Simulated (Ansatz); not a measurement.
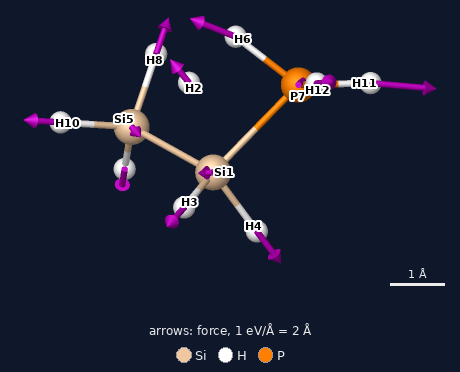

Starting geometry of Si2PH9 with the computed forces as purple arrows. Style: ball-and-stick. Shown at a tilt.

All numbers below come from RKS PBE-D4/cc-pVDZ in Ansatz.

The input:
```yaml
crystal:
  periodic: [false, false, false]
  atoms:
    - {symbol: Si, position_ang: [-0.412100, -0.319999, -0.891302]}
    - {symbol: H, position_ang: [1.348223, 0.095553, -0.328703]}
    - {symbol: H, position_ang: [0.148017, -0.898624, -2.145533]}
    - {symbol: H, position_ang: [-1.866192, -0.143739, -1.253215]}
    - {symbol: Si, position_ang: [-0.170923, -1.562747, 1.060282]}
    - {symbol: H, position_ang: [1.249845, 1.170892, 0.438783]}
    - {symbol: P, position_ang: [0.033185, 1.811933, -0.164028]}
    - {symbol: H, position_ang: [0.313187, -0.627708, 2.114890]}
    - {symbol: H, position_ang: [-1.426337, -2.202510, 1.546594]}
    - {symbol: H, position_ang: [0.845810, -2.624474, 0.842167]}
    - {symbol: H, position_ang: [-0.829032, 2.962675, 0.025226]}
    - {symbol: H, position_ang: [0.766218, 2.338747, -1.245162]}
basis:
  gaussian: {orbitals: cc-pVDZ}
hamiltonian: {xc: pbe, dispersion: d4}
relax: {f_tol: 0.03, max_steps: 60, escape_saddle: false}
```

Command:
```bash
ansatz run in.yaml --threads 4 --pin off --events-out ev --progress --plain --max-ram 9574MiB
```

Question: Is this structure relaxed? If not, where do the atoms go?

Answer: It isn't relaxed: the largest force vector, on H11, is 0.65 eV/Å. The final displacements have little in common with the starting forces (cosine between the two patterns 0.18). H2 moves most after the best rigid fit: 1.67 Å. Largest moves by element: H 1.67 Å, P 0.40 Å, Si 0.33 Å. Some distances before and after: Si1–H2 1.894 → 3.653 Å, H6–P7 1.502 → 3.196 Å, H2–H6 1.325 → 0.771 Å, Si1–Si5 2.326 → 2.367 Å. New bonds form: H2–H6 (1.32 → 0.77 Å). Bonds break: H6–P7 (1.50 → 3.20 Å). Among the angles between lasting bonds that change: Si1–P7–H11 131.5° → 93.0°, H3–Si1–P7 123.6° → 107.4°, H4–Si1–P7 98.9° → 112.6°. After 22 accepted moves (24 points after the start) the energy has fallen by 2.263 eV. The largest force component goes from 0.51 to 0.026 eV/Å. The line search rejected the trial steps at points 15, 19 of the run. The forces were under the threshold at step 21, but the run went on from there.
